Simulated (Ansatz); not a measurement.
System: P3 (charge −1).

```xyz
3

P     0.1702    0.4815    1.8967
P     0.0001    0.0000    0.0000
P    -0.1703   -0.4815   -1.8967
```

Geometry: PBE-D4/def2-TZVPD.

Computed with Ansatz 0.2.0, RKS PBE0-D4/def2-TZVPD.

What will maps of the electron density and electron localisation function show?

P–P (1.96 Å): ρ is about 0.98 e/Å³ halfway; the ELF peaks at about 0.80 between the atoms, as expected for a covalent bond.

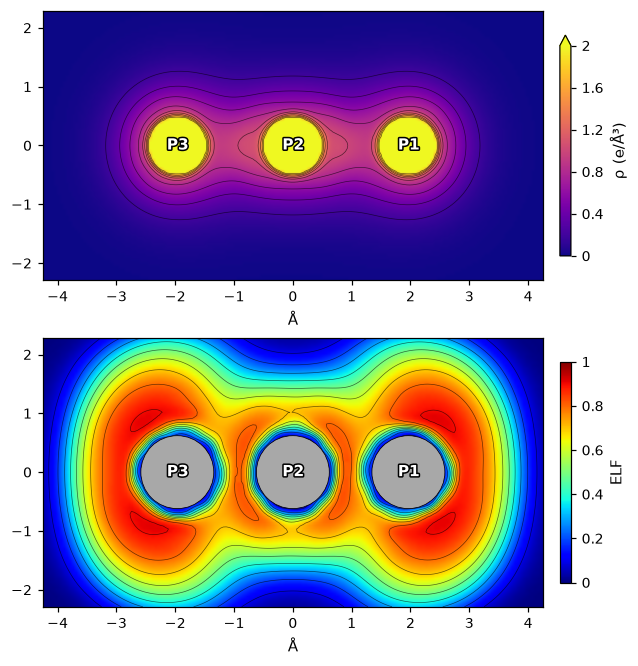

Computed electron density and electron localisation function on a plane that holds the molecular axis, in this order. Grey discs cover the atomic cores in the ELF map. 
